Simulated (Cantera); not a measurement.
Input: 1 mol SiH₄, 1.6 mol N₂O, 3.1 mol N₂, held at 6100 Pa.

Cantera equilibrium calculation (NASA polynomials, part measured and part estimated; ideal gas, pure solids and liquids). Candidate condensed phases: H₂O, Si, SiO₂, Si₂N₂O, Si₃N₄; 35 gas species. Mutual solubility and eutectic melting of coexisting phases are not modelled. The tables hold silica as quartz up to 1696 K and as liquid above; real silica turns to tridymite and cristobalite and melts near 1996 K. Rates play no part.

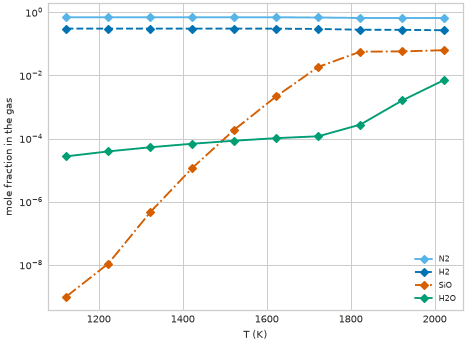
*Equilibrium gas composition (values under 1e-9 drawn at 1e-9)*

Question: Read off the mole fractions at 1523 K.

Answer: N₂ about 0.70, H₂ about 0.30, SiO about 0.00019, H₂O about 8.6e-5.
